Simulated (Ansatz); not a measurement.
## Electronic structure of Cl3FHf···H2 in real space

```xyz
7

Hf   -0.0149   -0.0512    0.1158
Cl   -0.2133   -0.4181    2.4312
Cl    2.1583   -0.2473   -0.7513
Cl   -1.2011    1.7997   -0.7072
F    -0.9218   -1.5250   -0.6351
H     1.3618    2.1260    0.8907
H     1.1515    1.8684    1.5764
```

Core potentials replace the inner electrons of Hf.

Computed with Ansatz 0.2.0, RKS r2SCAN-D4/def2-SVP.

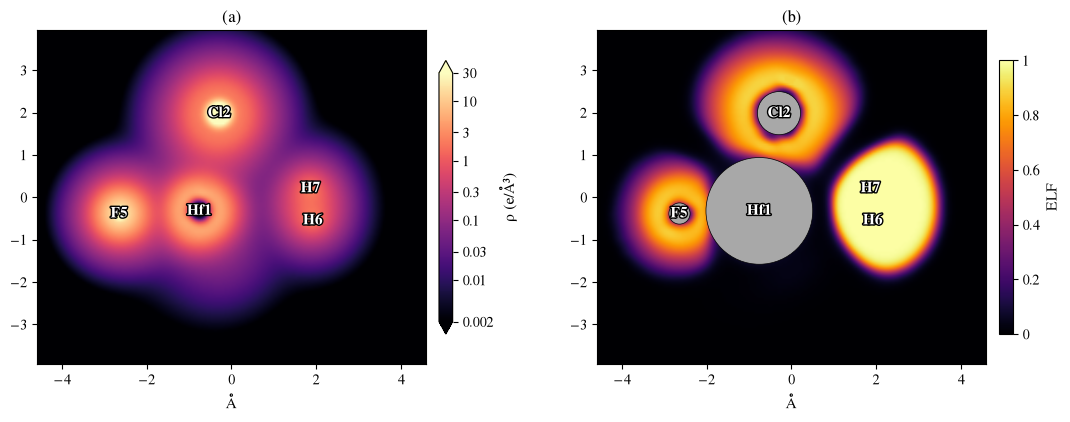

Figure 1. (a) electron density; (b) electron localisation function on the plane of atoms Cl2, Hf1 and F5. Grey discs cover the atomic cores in the ELF map.

> What does the map show?

Atoms in the plane: Hf, Cl, F and H.
Hf1···H7 (2.68 Å): the density falls to about 0.08 e/Å³ on the way; the ELF dips to about 0 between them.
Hf–F (1.89 Å): ρ at the midpoint is about 0.94 e/Å³; the ELF peaks at about 0.85 in the valence shell of F, 0.5 Å from its nucleus, and drops to about 0.20 between the two atoms.
Hf–Cl (2.35 Å): ρ at the midpoint is about 0.57 e/Å³; the ELF peaks at about 0.85 in the valence shell of Cl, 0.9 Å from its nucleus, and is about 0.35 at the midpoint.
H–H (0.76 Å): ρ is about 1.7 e/Å³ halfway; the ELF peaks at about 1 between the atoms.

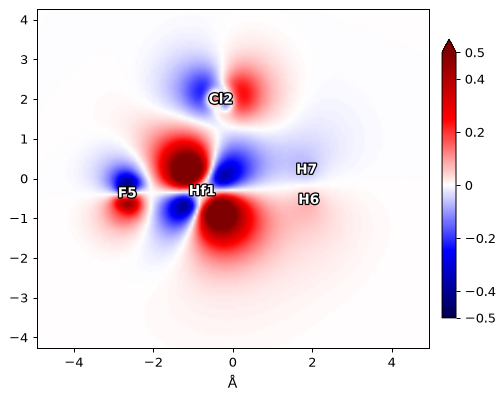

Figure 2. The LUMO on the plane of atoms Cl2, Hf1 and F5 (values in Å⁻³ᐟ²; the overall sign is arbitrary).

> Where does this orbital lie, and at what energy?

By Hirshfeld shares it lies mainly on Hf1 (about 70 %), Cl3 (about 10 %), Cl2 (about 10 %) and Cl4 (about 10 %). Its energy is −2.66 eV.
